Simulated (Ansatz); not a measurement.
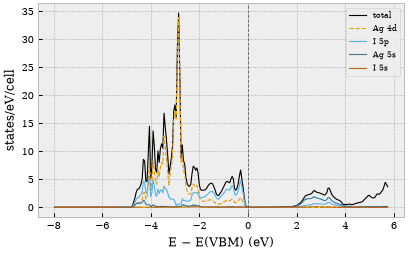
Figure. Total and projected density of states of AgI (NiAs type, P6_3/mmc), plane-wave PAW PBE (Ansatz code)

**Question.** Which orbitals carry the states next to the gap?

**Answer.** Top 1 eV of the valence band: I 5p 71 %, Ag 4d 26 %. Bottom 1 eV of the conduction band: Ag 5s 64 %, I 5p 18 %, I 5s 15 %. Projections are on Löwdin-orthogonalised atomic valence shells; empty p or d shells of many metals are not among them.

**Question.** Where is the tallest occupied peak in this window, and what makes it?

**Answer.** Near -2.9 eV, about 35 states/eV per cell; the largest projected share is Ag 4d.

The start of the workflow was typed in or built on a structure type; neither database checked (COD, Materials Project) lists it. It is not the phase usual at ambient conditions (space group No. 186, 216). Symmetry was held in the PBE relaxation; its stability against distortions is not shown here. The run is not spin-polarised. Spin–orbit coupling is left out wherever it is not named.

Potentials: the later of the program's two PAW sets.
